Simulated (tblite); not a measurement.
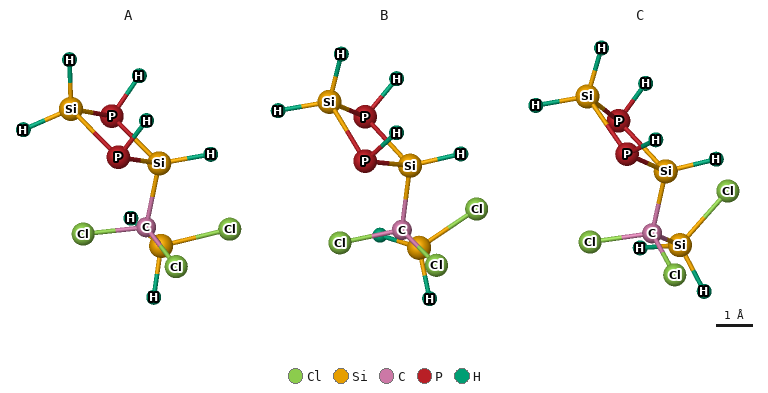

3 geometries from one relaxation of CH7Cl3P2Si3, in shuffled order. A ball-and-stick model, seen from a free direction.

Method: tblite, GFN2-xTB geometry optimisation, gas phase. 

Question: Put them in the order of the run, from the start to the converged end.

Answer: C, B, A. They are steps 0, 70, 140, at +93.4 kJ/mol, +3.22 kJ/mol relative to the last. The atom that moves furthest after the best rigid fit is a Cl atom (1.14 Å). By element the largest moves are Cl 1.14 Å, H 1.10 Å, Si 0.39 Å, P 0.25 Å, C 0.24 Å. Some distances before and after: Cl–Si 3.298 → 3.803 Å, Cl–Si 2.081 → 1.998 Å, P–Si 2.204 → 2.275 Å, H–P 1.450 → 1.382 Å. Among the angles between lasting bonds that change: Si–P–H 116.1° → 94.6°, Si–P–H 111.6° → 94.5°, Si–P–H 112.1° → 95.4°. Groups turn about C–Si by about 40°, P–Si by about 20°, P–Si by about 20°. Over 140 geometry steps the energy falls by 93.4 kJ/mol.
